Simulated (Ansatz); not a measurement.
Zr (hcp, Mg type)

```xyz
4
Lattice="6.4632 0.0000 0.0000 -1.6158 2.7986 0.0000 0.0000 0.0000 5.1736" Properties=species:S:1:pos:R:3 pbc="T T T"
Zr     0.0000     1.8658     3.8802
Zr     3.2316     1.8658     3.8802
Zr     1.6158     0.9329     1.2934
Zr     4.8474     0.9329     1.2934
```

A phonon eigenvector at M = (0.5, 0.0, 0.0) is frozen into this cell: atom i moves by Q times the vector below, so Q is the largest atomic displacement, in Å. The cell is held. (q is in reciprocal vectors of the primitive cell; the cell shown is doubled to hold the pattern.)

```tsv
atom	x	y	z
Zr1	0.000	0.000	1.000
Zr2	0.000	0.000	-1.000
Zr3	0.000	0.000	1.000
Zr4	0.000	0.000	-1.000
```

Calculation: PBE (plane waves to 420 eV, PAW, scalar-relativistic; Ansatz, a program for electronic structure). k mesh 17×17×9 (Γ-centred), Fermi-Dirac smearing 0.05 eV. Energies are smeared free energies. With partly filled bands, energies and forces of such displacements shift with the k mesh and the smearing. The PAW data are Ansatz's earlier set. Zr is run without spin polarisation. Zr was relaxed with its symmetry unable to fall. ΔE is measured from the undisplaced structure.

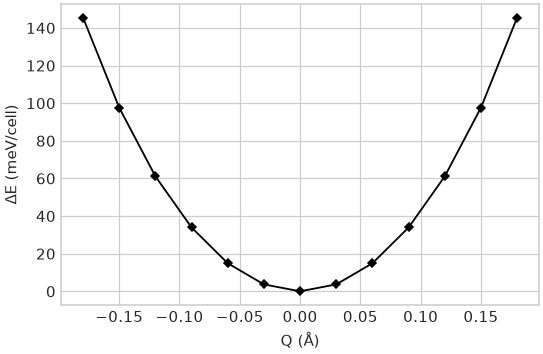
ΔE (meV/cell) against Q (Å); markers are the computed points, lines only join them.

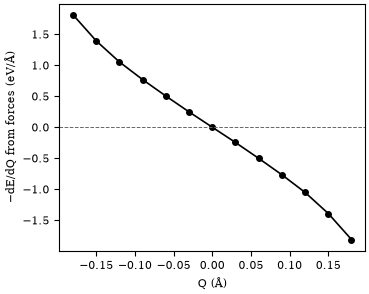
−dE/dQ from forces (eV/Å) against Q (Å); markers are the computed points, lines only join them.

The energy at Q = 0.180 Å is 146 meV/cell. Symmetry of the curve: even: the same for both signs. Space group of the distorted cell: Pnnm (No. 58), lowered from P6_3/mmc. Harmonic wavenumber from the curvature (finite differences): 78 cm⁻¹. Wavenumber by perturbation theory (DFPT, on another k mesh): 77 cm⁻¹.

E″ = 8.18 eV/Å², M = Σ mᵢ|uᵢ|² = 364.9 u, ν̃ = 521.5·√(|E″|/M).

(A displaced cell: forces are minus the slopes of the energy, force constants its curvatures, and phonons follow from these.)
